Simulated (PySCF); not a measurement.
Si(H)(OMe)2(NH2), C2H9NO2Si, SMILES CO[SiH](N)OC, GFN2-xTB optimised geometry. Atoms within 1.6 Å of the plane z = 0.0 Å (x, y, z in Å): Si1 (-1.47, -0.81, 0.00), N2 (-2.07, -1.57, -1.42), O3 (-1.92, -1.65, 1.31), O5 (0.16, -0.81, 0.00), C6 (1.00, -0.28, -0.98), H7 (-2.01, 0.55, 0.00), H8 (-3.07, -1.66, -1.51), H13 (1.00, 0.81, -0.94), H14 (2.01, -0.66, -0.80).

Level of theory: CAM-B3LYP/def2-TZVP (PySCF 2.14.0). Cells within 0.4 Å of a nucleus heavier than hydrogen are left out (blank, or x).

Map of the Laplacian of the electron density (e/bohr⁵), clipped to [-1.50, 1.50] on the plane z = 0.0 Å:

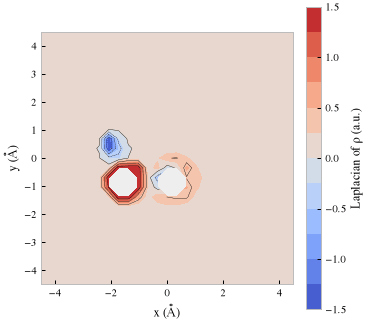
Figure: Laplacian of the electron density (e/bohr⁵), clipped to [-1.50, 1.50] on the plane z = 0.0 Å.
